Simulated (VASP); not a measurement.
Band structure of Nb3ZrC4 (ordered alloy cell). These are PBEsol GGA, VASP's PBE PAW potentials (set 64) (plane waves; VASP 6.6.1) values and carry that method's errors.

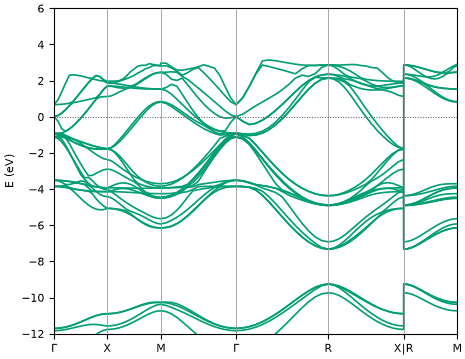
*Bands along high-symmetry lines, zero at the valence-band maximum or, without a gap, the Fermi level*

### Question
Read the plot: is there a gap, and where are the band edges?

### Answer
It has no gap at this level: it comes out as a metal or semimetal. (Edges off the drawn lines would not show.)

The structure was generated: Nb3ZrC4 was put into an ordered model structure (Pm-3m), which need not be its known phase. It was relaxed first. The electron count is odd and the run is not spin-polarised, which forces a metal.
